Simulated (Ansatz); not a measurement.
**Run report: AlPN₂H₈O, geometry relaxation (part 2 of 2)**

Continued. System: AlPN₂H₈O. Method: RKS B3LYP/6-31G* (Ansatz 0.2.0). The input holds or restrains some coordinates. It belongs to a series of runs on one base structure; here: pulled along the bonds that form and break, towards end B.

Geometry of the input (Å):
```
Al 0.0000  0.0000  0.0000
O  0.0000  0.0000  2.1300
H  -0.9095  -0.2814  2.4671
N  1.6627  0.0000  -0.9600
H  2.1293  -0.9179  -1.2118
H  2.1141  0.9179  -1.2382
N  -1.6627  0.0000  -0.9600
H  -2.3316  -0.8164  -0.8614
H  -1.9118  0.8164  -1.5886
P  0.1156  2.4456  0.8135
H  0.6761  2.4854  2.1176
H  0.9270  3.2022  -0.0729
H  0.0596  1.2596  1.9613
```

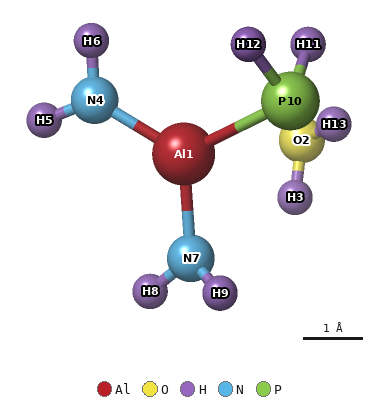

Fig. 1: The geometry at step 10 of the log (ball-and-stick view, seen at a tilt; atoms are numbered from 1 in the order of the input).

## Trajectory as extended XYZ, continued
```
13
Properties=species:S:1:pos:R:3:forces:R:3 step=3 energy=-21043.52223
Al    0.0158    0.2071   -0.2430    0.3584   1.7218  -0.0674
O     0.0084    0.0066    2.3852   -0.0284  -0.9386  -1.0141
H    -0.9194   -0.2719    2.4781    0.0091   0.4726   0.2336
N     1.6605   -0.0112   -0.9618   -0.3579  -0.4806   0.0708
H     2.1268   -0.8927   -1.2147   -0.0136   0.9758  -0.1960
H     2.1126    0.8844   -1.2295    0.0289  -1.2701   0.3323
N    -1.6574   -0.0102   -0.9535    0.5393  -0.4160   0.4785
H    -2.3216   -0.7929   -0.8720    0.3398   0.9056  -0.4959
H    -1.9150    0.7867   -1.5709   -0.2294  -1.1045   0.6815
P     0.0668    2.5211    0.5911   -2.1387  -0.7477   2.5601
H     0.6693    2.4914    2.0604   -0.2890   0.1955  -2.2433
H     0.9726    3.2241   -0.0919    2.0274   0.9192  -0.7938
H     0.0491    0.9687    2.2191   -0.2459  -0.2330   0.4536
13
Properties=species:S:1:pos:R:3:forces:R:3 step=4 energy=-21044.01632
Al    0.0252    0.3679   -0.3523    0.0886   0.0592   0.1233
O     0.0040   -0.0679    2.5054   -0.0016  -0.9872  -0.6787
H    -0.9404   -0.2806    2.4964   -0.1645   0.1520   0.2090
N     1.6567   -0.0149   -0.9677   -0.3890  -0.0378   0.0677
H     2.1209   -0.8798   -1.2236    0.0513   0.3557  -0.2233
H     2.1351    0.8523   -1.2222    0.4071  -0.6706   0.1360
N    -1.6434   -0.0108   -0.9479    0.6268   0.0152   0.3296
H    -2.3024   -0.7808   -0.8795    0.1847   0.3194  -0.2905
H    -1.9360    0.7613   -1.5567   -0.4422  -0.5613   0.2886
P     0.0028    2.5530    0.5067   -0.8334   0.5010   2.3630
H     0.6495    2.4958    1.9528   -0.5994   0.0177  -2.1388
H     1.0310    3.2336   -0.1015    1.0971   0.3024  -0.3829
H     0.0659    0.8823    2.3867   -0.0256   0.5342   0.1972
13
Properties=species:S:1:pos:R:3:forces:R:3 step=5 energy=-21044.50303
Al    0.0489    0.5503   -0.4156   -0.2907  -1.1570   0.1307
O    -0.0314   -0.1574    2.4751   -0.4675   1.2987  -0.5004
H    -1.0055   -0.2528    2.5899    0.6604   0.1403  -0.0416
N     1.6521   -0.0026   -0.9944   -0.1149   0.9454   0.1002
H     2.0571   -0.8881   -1.2671   -0.0448   0.1277  -0.1056
H     2.2692    0.8049   -1.1560    0.1143  -0.8324   0.1125
N    -1.6088    0.0115   -0.9094    0.2960   0.3635   0.0268
H    -2.1902   -0.8185   -0.8687    0.2745   0.1234  -0.1763
H    -2.0201    0.7379   -1.5042   -0.2822  -0.4456   0.2612
P    -0.1201    2.6633    0.5175    0.7242   0.9004   0.7787
H     0.6210    2.4737    1.7956   -0.5267  -0.0072  -0.8537
H     1.0841    3.1521   -0.0838   -0.0883   0.1214  -0.0392
H     0.1124    0.8372    2.4177   -0.2544  -1.5785   0.3067
13
Properties=species:S:1:pos:R:3:forces:R:3 step=6 energy=-21044.68705
Al    0.0358    0.5770   -0.4275    0.4366  -0.5971   0.2620
O    -0.0941   -0.1532    2.4431    0.6429   0.9465  -0.5849
H    -1.0267   -0.2355    2.6528   -0.5851  -0.0972   0.0899
N     1.6044    0.0268   -1.0368    1.1889   1.1479   0.0843
H     1.9618   -0.8613   -1.3679   -0.0367   0.1350  -0.0254
H     2.3531    0.7632   -0.9851   -0.7457  -1.3218  -0.0696
N    -1.5654   -0.0018   -0.8689   -1.2902  -0.0339  -0.4800
H    -2.0388   -0.9074   -0.9332    0.3854   0.5296  -0.0971
H    -2.1092    0.7378   -1.3470    0.0764  -0.7481   0.4276
P    -0.0629    2.6892    0.4945    0.2972   1.0342   0.2760
H     0.6475    2.4262    1.7258   -0.1385   0.0336  -0.2597
H     1.1236    3.2264   -0.1115   -0.1655  -0.0768   0.0398
H     0.0396    0.8240    2.3585   -0.0658  -0.9518   0.3371
13
Properties=species:S:1:pos:R:3:forces:R:3 step=7 energy=-21044.78433
Al    0.0662    0.6054   -0.4215    0.1978  -0.8180   0.0655
O    -0.1364   -0.1324    2.4448   -0.3796   0.8065  -0.4553
H    -1.1057   -0.2771    2.4739    0.4379   0.0480  -0.0447
N     1.6213    0.0387   -1.0695    0.9742   0.9890   0.1602
H     1.9470   -0.8521   -1.4253   -0.0619   0.1048  -0.0069
H     2.4016    0.7286   -0.9832   -0.6922  -1.0781  -0.1114
N    -1.5570   -0.0238   -0.7888   -0.8990   0.2048  -0.3074
H    -1.9722   -0.9518   -0.9011    0.3437   0.4919  -0.0700
H    -2.1678    0.7043   -1.1986    0.1840  -0.7405   0.3787
P    -0.0228    2.7175    0.4983    0.2261   1.0198   0.1929
H     0.6916    2.4507    1.7192   -0.0975  -0.0084  -0.1749
H     1.1579    3.2527   -0.1170   -0.1613  -0.0794   0.0217
H    -0.0548    0.8507    2.3656   -0.0723  -0.9404   0.3518
13
Properties=species:S:1:pos:R:3:forces:R:3 step=8 energy=-21044.84477
Al    0.0871    0.6159   -0.4199    0.0432  -0.7939  -0.0630
O    -0.1494   -0.0630    2.4591   -1.5434   0.5010  -0.7097
H    -1.1173   -0.2944    2.2794    1.6028   0.4534   0.2888
N     1.6324    0.0481   -1.1059    0.7824   0.6653   0.2682
H     1.9145   -0.8361   -1.5156   -0.0823   0.1281   0.0457
H     2.4568    0.6506   -0.9144   -0.6488  -0.7939  -0.2232
N    -1.5529   -0.0434   -0.7338   -0.7127   0.2053  -0.2155
H    -1.8948   -0.9844   -0.9611    0.2925   0.6450   0.0218
H    -2.2391    0.6793   -1.0228    0.3955  -0.8295   0.3018
P    -0.0053    2.7235    0.5071    0.0792   0.9175   0.1460
H     0.7146    2.4335    1.7122   -0.0113   0.0240  -0.1214
H     1.1604    3.2525   -0.1264   -0.0666  -0.0125  -0.0059
H    -0.1384    0.9294    2.4387   -0.1305  -1.1098   0.2665
13
Properties=species:S:1:pos:R:3:forces:R:3 step=9 energy=-21044.99420
Al    0.1269    0.7009   -0.4161   -0.0592  -0.8951  -0.0501
O    -0.2698   -0.0468    2.4285   -0.5344   0.6794  -0.4188
H    -1.1977   -0.2920    2.2028    0.6424   0.1820   0.0349
N     1.6257    0.0640   -1.1469    0.5096   0.2435   0.1176
H     1.7879   -0.8315   -1.5965   -0.1182   0.1053   0.0488
H     2.5198    0.5356   -0.9811   -0.3578  -0.2916  -0.0670
N    -1.4877   -0.0642   -0.6416   -0.4084   0.0632  -0.1669
H    -1.6965   -1.0093   -0.9662    0.1706   0.3305   0.0534
H    -2.2677    0.5540   -0.8823    0.2071  -0.3064   0.1523
P     0.0341    2.7811    0.5669    0.1075   0.8201   0.0998
H     0.8180    2.4519    1.7173    0.0096  -0.0142  -0.0677
H     1.1621    3.3262   -0.1176   -0.0716   0.0298   0.0015
H    -0.2863    0.9415    2.4295   -0.0972  -0.9464   0.2623
13
Properties=species:S:1:pos:R:3:forces:R:3 step=10 energy=-21045.04659
Al    0.1237    0.7005   -0.3946    0.0827  -0.5946  -0.1364
O    -0.2785    0.0092    2.4674   -0.6042   0.5003  -0.6765
H    -1.1174   -0.2737    2.0258    0.5821   0.2357   0.3016
N     1.6175    0.0606   -1.1327    0.2481  -0.1310  -0.0337
H     1.7238   -0.8209   -1.6307   -0.0880   0.1837   0.1055
H     2.5355    0.4589   -0.9471   -0.1876  -0.0961   0.0037
N    -1.4828   -0.0787   -0.6340   -0.1440  -0.1350  -0.0383
H    -1.6387   -1.0028   -1.0341    0.0910   0.2145   0.0781
H    -2.2985    0.5019   -0.8149    0.0722  -0.0950   0.1006
P     0.0374    2.7739    0.6024    0.1754   0.7715   0.2020
H     0.8838    2.4181    1.7023   -0.0254   0.0385  -0.1156
H     1.1181    3.3722   -0.1166   -0.1164  -0.0229  -0.0038
H    -0.3549    0.9922    2.5035   -0.0861  -0.8698   0.2128
13
Properties=species:S:1:pos:R:3:forces:R:3 step=11 energy=-21045.11206
Al    0.1520    0.7264   -0.4234    0.0308  -0.5763   0.0688
O    -0.3471    0.0375    2.4232   -0.4995   0.6282  -0.4065
H    -1.1388   -0.2800    1.9323    0.3872   0.1437   0.1503
N     1.6372    0.0596   -1.1521    0.1256  -0.1239  -0.0359
H     1.7111   -0.8185   -1.6575   -0.0419   0.1067   0.0551
H     2.5654    0.4075   -0.9328   -0.1072  -0.0314  -0.0098
N    -1.4453   -0.0893   -0.6047   -0.1326   0.0283   0.0001
H    -1.5918   -0.9924   -1.0457    0.0171   0.0954   0.0093
H    -2.3007    0.4598   -0.6609    0.1188  -0.1286   0.0298
P     0.0729    2.7472    0.6762    0.2880   0.7384   0.1389
H     1.0741    2.4101    1.6429   -0.0707  -0.0324  -0.1215
H     1.0118    3.4432   -0.1490   -0.1659   0.0257   0.0274
H    -0.5318    1.0004    2.5482    0.0502  -0.8737   0.0939
13
Properties=species:S:1:pos:R:3:forces:R:3 step=12 energy=-21045.13775
Al    0.1806    0.7276   -0.3832    0.0050  -0.4104  -0.2110
O    -0.4377    0.0390    2.4436   -0.5803   0.6951  -0.7479
H    -1.1047   -0.2512    1.7686    0.4002   0.1259   0.4453
N     1.6438    0.0414   -1.1382    0.0621  -0.1095   0.0031
H     1.6834   -0.8234   -1.6687   -0.0197   0.0748   0.0646
H     2.5831    0.3578   -0.9244   -0.0604  -0.0100  -0.0112
N    -1.4130   -0.1004   -0.5626   -0.2405   0.1096   0.0840
H    -1.5510   -0.9729   -1.0636   -0.0108   0.0625   0.0507
H    -2.2871    0.4281   -0.5470    0.2666  -0.1913  -0.0109
P     0.1097    2.7399    0.7327    0.5335   0.6641   0.1631
H     1.2366    2.3487    1.5454   -0.1943   0.2411  -0.2239
H     0.8774    3.5774   -0.1675   -0.2411  -0.3446   0.2933
H    -0.6525    0.9993    2.5614    0.0798  -0.9073   0.1010
13
Properties=species:S:1:pos:R:3:forces:R:3 step=13 energy=-21045.17683
Al    0.2016    0.7504   -0.4089    0.0080  -0.4800  -0.0710
O    -0.4812    0.0549    2.3969   -0.2660   0.5984  -0.3434
H    -1.1021   -0.2439    1.6956    0.1148   0.0086   0.1202
N     1.6527    0.0299   -1.1522   -0.0113  -0.0506  -0.0039
H     1.6796   -0.8579   -1.6394   -0.0221  -0.0059  -0.0079
H     2.5951    0.3608   -0.9910    0.0171   0.0338   0.0248
N    -1.3888   -0.0975   -0.5216   -0.2168   0.0193   0.0192
H    -1.5367   -0.9790   -1.0040    0.0005   0.0700   0.0224
H    -2.2650    0.4223   -0.4895    0.1729  -0.1205  -0.0187
P     0.1339    2.7226    0.7681    0.2655   0.6067   0.1996
H     1.2940    2.3593    1.5257   -0.0784   0.1373  -0.1027
H     0.8354    3.5965   -0.1238   -0.0783  -0.1128   0.0820
H    -0.7497    0.9930    2.5408    0.0940  -0.7045   0.0795
13
Properties=species:S:1:pos:R:3:forces:R:3 step=14 energy=-21045.18869
Al    0.2264    0.7439   -0.3797    0.0599  -0.5324  -0.0361
O    -0.5533    0.0110    2.3953   -0.1913   0.6845  -0.2920
H    -1.1293   -0.2665    1.6471    0.0938   0.0238   0.1378
N     1.6595    0.0108   -1.1446   -0.0085  -0.0485  -0.0095
H     1.6637   -0.8667   -1.6518   -0.0074   0.0136   0.0084
H     2.6088    0.3294   -0.9974   -0.0001   0.0190   0.0185
N    -1.3723   -0.0929   -0.4967   -0.1468   0.0062  -0.0115
H    -1.5300   -0.9532   -1.0134    0.0179   0.0648   0.0225
H    -2.2421    0.4317   -0.4482    0.0703  -0.0563  -0.0169
P     0.1769    2.7046    0.8190    0.4485   0.7606   0.1741
H     1.4319    2.4990    1.4969   -0.2874   0.0028  -0.2049
H     0.7310    3.6021   -0.1577   -0.1288  -0.1418   0.1604
H    -0.8024    0.9582    2.5278    0.0801  -0.7963   0.0492
13
Properties=species:S:1:pos:R:3:forces:R:3 step=15 energy=-21045.18820
Al    0.2674    0.7437   -0.3750   -0.4805  -0.5818   0.0009
O    -0.5015   -0.0233    2.3904   -0.0480   0.6850  -0.0207
H    -1.1031   -0.3338    1.6868   -0.0675   0.0244  -0.1215
N     1.6947   -0.0484   -1.0928   -0.0501   0.0910   0.0372
H     1.6812   -0.9112   -1.6224    0.0186  -0.0093   0.0130
H     2.6464    0.2607   -0.9393   -0.0013  -0.0348  -0.0073
N    -1.3819   -0.0181   -0.5172    0.3172  -0.0943  -0.0448
H    -1.5659   -0.8549   -1.0591   -0.0275  -0.0280  -0.0312
H    -2.2308    0.5318   -0.4592   -0.0110   0.0665   0.0149
P     0.1529    2.6888    0.8449    0.1025   0.5251   0.1118
H     1.4663    2.5428    1.3658    0.0947   0.0719   0.0691
H     0.5321    3.6224   -0.1604    0.0199   0.0581  -0.0198
H    -0.7890    0.9110    2.5341    0.1330  -0.7738  -0.0017
13
Properties=species:S:1:pos:R:3:forces:R:3 step=16 energy=-21045.20389
Al    0.2296    0.7515   -0.3775    0.0038  -0.5826  -0.0168
O    -0.5154   -0.0476    2.3847   -0.0984   0.7094  -0.1726
H    -1.1183   -0.3125    1.6596    0.0133  -0.0100   0.0054
N     1.6710   -0.0218   -1.0900   -0.0282  -0.0052   0.0002
H     1.6737   -0.9035   -1.5896   -0.0090   0.0137   0.0159
H     2.6211    0.2666   -0.8917   -0.0103   0.0156  -0.0035
N    -1.3876   -0.0442   -0.5290   -0.0325   0.0158  -0.0137
H    -1.5640   -0.8727   -1.0869    0.0118  -0.0049  -0.0029
H    -2.2451    0.4935   -0.4547    0.0049  -0.0009  -0.0064
P     0.1934    2.6921    0.8543    0.0753   0.6325   0.1740
H     1.5247    2.5713    1.3452    0.0017  -0.0159  -0.0124
H     0.5337    3.6368   -0.1572   -0.0157   0.0012  -0.0029
H    -0.7478    0.9017    2.5295    0.0831  -0.7687   0.0354
```
